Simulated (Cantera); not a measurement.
Input: 1 mol CHF3, 0.046 mol CH4, at 0.000110 bar.

Equilibrium computed with Cantera from the NASA thermochemical tables; the gas is ideal and each condensed phase is pure. Candidate condensed phases: C, C6H6, C7H8, C8H18; 95 gas species. Gases not in the tables: C2F6 and larger saturated fluorocarbons. Equilibrium is a limit: real reactors are often held back by kinetics, nucleation or transport.

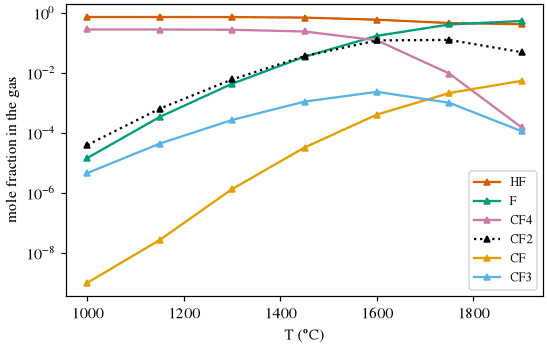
Fig. 1. Equilibrium gas composition (values under 1e-9 drawn at 1e-9)

From 1000 °C to 1900 °C the condensed part is C(graphite). The main C-bearing gas is CF4 at 1000 °C and CF2 at 1900 °C. The share of C in condensed phases is highest at 1900 °C (85.2 %) and lowest at 1600 °C (53.1 %).
